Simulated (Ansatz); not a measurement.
**ClGeH₃O₂: density, localisation and related maps**

The calculation's input:

```
crystal:
  periodic: [false, false, false]
  atoms:
    - { symbol: Ge, position_ang: [0.0, 0.0, 0.0] }
    - { symbol: H, position_ang: [0.9237, 0.0, 1.4863] }
    - { symbol: O, position_ang: [1.9022, 0.0, 0.5126] }
    - { symbol: H, position_ang: [2.2186, -0.9521, 0.3959] }
    - { symbol: O, position_ang: [-0.8337, 1.4443, -0.5894] }
    - { symbol: H, position_ang: [-1.7915, 1.2136, -0.8118] }
    - { symbol: Cl, position_ang: [-1.0456, -1.8115, -0.7393] }
basis:
  gaussian: { orbitals: def2-SVP }
hamiltonian:
  xc: pbe
  dispersion: d4
relax:
  f_tol: 0.15
  max_steps: 25
  restrain:
    - { distance: [1, 2], at: 2.21, k: 30.0 }
    - { distance: [0, 1], at: 1.55, k: 30.0 }
    - { distance: [0, 2], at: 1.77, k: 30.0 }
output:
  orbitals: {}
```

Command:

```sh
ansatz run input.yaml --threads 2 --pin off --max-ram 3072MiB --backend cpu --events-out ev --progress --plain --runs-dir out
```

The fields are those of the run's last geometry, not of the input's.

Not at a stationary point (largest force 1.6 eV/Å).

Method: RKS PBE-D4/def2-SVP (Ansatz 0.2.0).

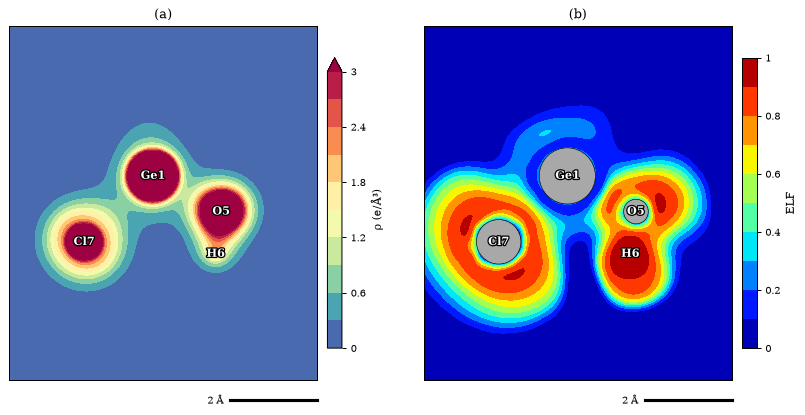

Figure 1. (a) total electron density; (b) electron localisation function on the plane of atoms Ge1, O5 and H6. Grey discs cover the atomic cores in the ELF map.

### Read the bonding off the picture.

The plane passes through Ge, O, H and Cl nuclei.
Ge–O (1.77 Å): ρ at the midpoint is about 0.98 e/Å³; the ELF peaks at about 0.85 in the valence shell of O, 0.6 Å from its nucleus, and is about 0.30 at the midpoint.
Ge–Cl (2.18 Å): ρ is about 0.69 e/Å³ halfway; the ELF peaks at about 0.80 in the valence shell of Cl, 0.8 Å from its nucleus, and is about 0.60 at the midpoint.
O–H (0.98 Å): the density is about 3.5 e/Å³ at the midpoint; the ELF climbs to about 1 towards the hydrogen, as it does in any bond to H: a covalent bond by its length.
The ELF also peaks beside Cl7 and O5, away from the bonds: lone-pair regions.

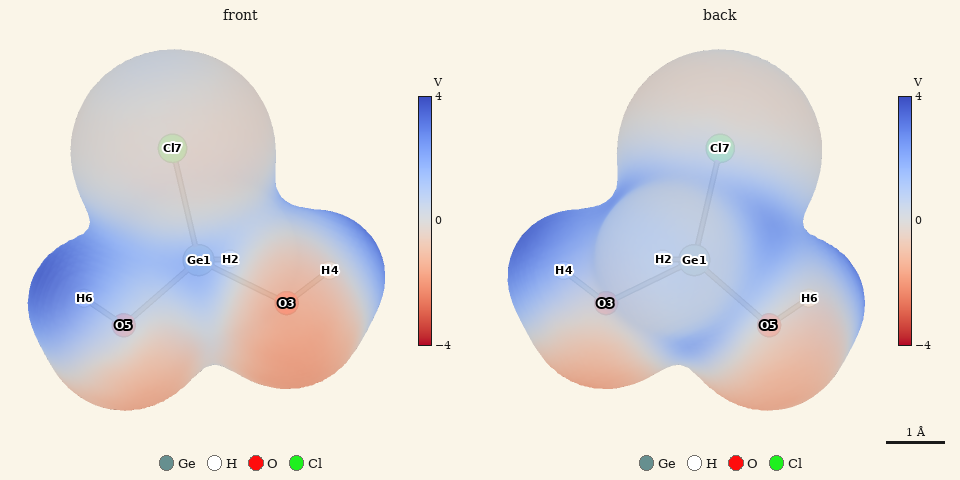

Figure 2. The electrostatic potential painted on the density surface at 0.004 e/bohr³, seen from the front and from behind; the colour scale runs from red (negative) to blue (positive).

### Describe the electrostatic potential map.

The most negative region (about −1.8 V) lies over O3, the most positive (about +3.4 V) over H6. Cl7 shows a σ-hole: about +0.3 V at the tip opposite its bond, against about −0.2 V on its flanks. O3 is the likeliest acceptor of a hydrogen bond.

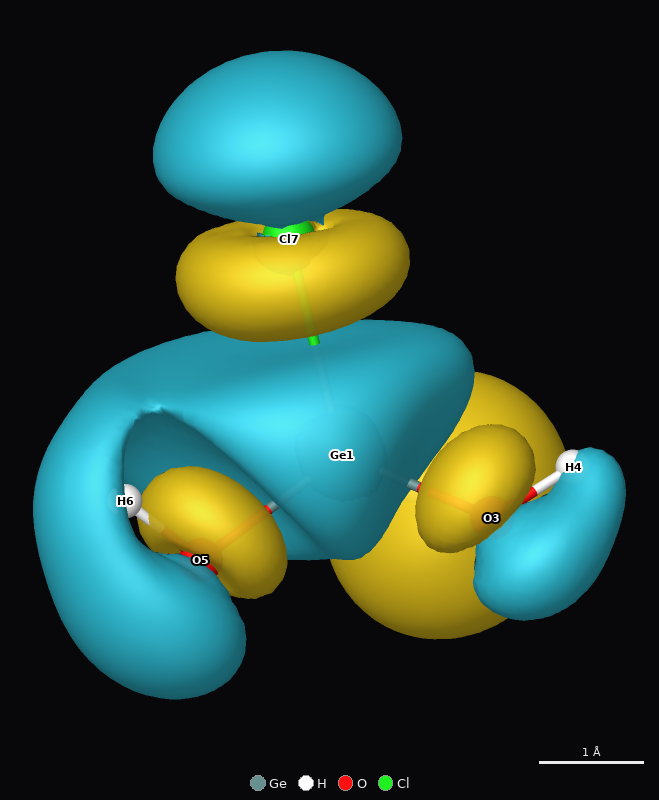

Figure 3. One frontier orbital at ±0.06 Å⁻³ᐟ² (yellow and cyan are the two phases), seen across its widest extent.

### Which orbital is it: HOMO or LUMO?

The LUMO, at −1.44 eV. It lies mainly on Ge1 (about 35 %), Cl7 (about 25 %), H2 (about 15 %) and O5 (about 15 %).
